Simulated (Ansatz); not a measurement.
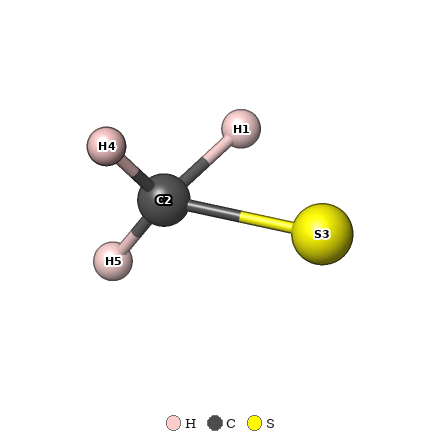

The system is the reacting system CH3S (one molecule; an intramolecular 1,2-shift), spin multiplicity 2; the picture shows the reference structure. 
- The first coordinate is: distance H1–S3 (bond that forms); the second: distance H1–C2 (bond that breaks).
- Relaxed at each point: all other coordinates.
- Grid: 13 × 13 points.
- Points are written as (first, second).
- Energies are in kJ/mol, from a guessed transition structure relaxed with its forming and breaking bonds held.
- Energies and slopes of some neighbouring points disagree (a jump in structure or state, or too coarse a mesh).
- Level of theory: Ansatz, UKS PBE0-D4/def2-SVP.

Its coordinates:

| atom | x (Å) | y (Å) | z (Å) |
| --- | --- | --- | --- |
| H | -0.9842 | -0.1152 | -0.3161 |
| C | 0.2035 | 0.1862 | -0.0329 |
| S | -0.3040 | -1.3255 | 0.6835 |
| H | 0.8398 | 0.1677 | -0.9259 |
| H | 0.2448 | 1.0867 | 0.5915 |

Range: distance H1–S3 (bond that forms) from 1.224 to 2.424 Å; distance H1–C2 (bond that breaks) from 0.963 to 2.163 Å.

Question: Predict the map.

Answer: The lowest grid point is at (2.300 Å, 1.091 Å), −106 kJ/mol from a guessed transition structure relaxed with its forming and breaking bonds held. The energy also falls towards the edge at (1.352 Å, 2.163 Å) (53 kJ/mol above the lowest), where a further well may lie outside the range. The highest grid point, (1.224 Å, 0.963 Å), lies 389 kJ/mol above the lowest.

| second ↓, first → | 1.224 | 1.278 | 1.352 | 1.436 | 1.528 | 1.626 | 1.729 | 1.836 | 1.947 | 2.062 | 2.179 | 2.300 | 2.424 |
| --- | --- | --- | --- | --- | --- | --- | --- | --- | --- | --- | --- | --- | --- |
| 2.163 | −33 | −49 | −53 | −16 | 9 | 45 | 86 | 127 | 160 | 179 | 182 | 175 | 165 |
| 2.039 | −23 | −37 | −39 | −2 | 25 | 62 | 105 | 150 | 186 | 197 | 186 | 171 | 159 |
| 1.918 | −6 | −19 | −20 | 15 | 42 | 78 | 120 | 161 | 194 | 195 | 174 | 158 | 145 |
| 1.801 | 42 | 26 | 22 | 33 | 57 | 89 | 123 | 152 | 170 | 166 | 148 | 133 | 121 |
| 1.686 | 64 | 47 | 40 | 47 | 66 | 90 | 113 | 128 | 132 | 123 | 109 | 96 | 87 |
| 1.575 | 87 | 67 | 56 | 57 | 67 | 81 | 91 | 94 | 88 | 76 | 64 | 53 | 45 |
| 1.468 | 108 | 84 | 67 | 60 | 61 | 63 | 61 | 55 | 43 | 30 | 17 | 7 | 1 |
| 1.365 | 127 | 99 | 74 | 58 | 48 | 40 | 29 | 15 | 0 | −14 | −27 | −36 | −41 |
| 1.267 | 146 | 112 | 80 | 55 | 35 | 17 | −1 | −19 | −36 | −52 | −65 | −73 | −77 |
| 1.175 | 168 | 128 | 88 | 55 | 27 | 2 | −21 | −43 | −62 | −79 | −91 | −99 | −100 |
| 1.091 | 197 | 153 | 106 | 66 | 32 | 1 | −27 | −51 | −72 | −89 | −100 | −106 | −106 |
| 1.017 | 238 | 190 | 138 | 92 | 53 | 18 | −13 | −39 | −61 | −78 | −89 | −93 | −93 |
| 0.963 | 283 | 232 | 177 | 127 | 84 | 46 | 13 | −14 | −37 | −53 | −63 | −67 | −64 |

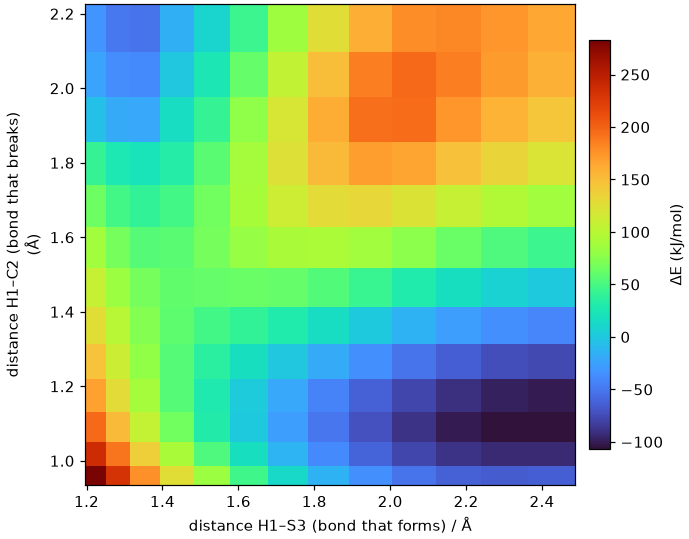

The picture shows one coloured cell a grid point.

Time for the 169 points that were run: 20 min on 1 thread of Arm Neoverse V2, with other jobs on the host.
